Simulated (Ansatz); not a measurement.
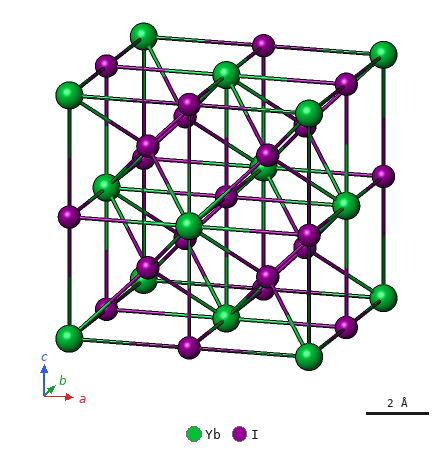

The crystal in a ball-and-stick representation, seen slightly off an axis. The lines enclose the conventional unit cell; boundary atoms appear with their images.

YbI3, D0₃ (BiF₃ or Fe₃Al type), space group Fm-3m (No. 225), a = 8.204 Å, b = 8.204 Å, c = 8.204 Å, α = 90.00°, β = 90.00°, γ = 90.00°. The structure was taken from a structure type filled with these elements by a generator (whether the compound takes this form wasn't checked). Earlier steps of the study, as a rule a relaxation of our own, may have changed the cell and positions, so they can lie some per cent off the listed ones. It was the input of a calculation with Ansatz.

This one geometry was computed with Ansatz (DFT, plane waves, PAW) at four levels of theory: PBEsol, PBE, r2SCAN and LDA.

Q: Which level gives the highest pressure at this volume, and what does that say about its equilibrium volume?

A: Highest: PBE (0.0 GPa) and r2SCAN (0.0 GPa), which points to the largest equilibrium volume. Lowest, with the smallest volume: LDA (-3.5 GPa). Levels within 0.5 GPa of each other can't be told apart.

Q: How does the band gap change with the level of theory?

A: All levels give a metal.

Q: Collect the results in a table.

A:
| level | cutoff (eV) | k-mesh of the run's cell | gap (eV) | pressure (GPa) |
| --- | --- | --- | --- | --- |
| PBEsol | 420 | 8×8×8 | metal | -2.3 |
| PBE | 420 | 8×8×8 | metal | 0.0 |
| r2SCAN | 500 | 8×8×8 | metal | 0.0 |
| LDA | 420 | 8×8×8 | metal | -3.5 |

Gaps are taken on the k-mesh or band path of each run.
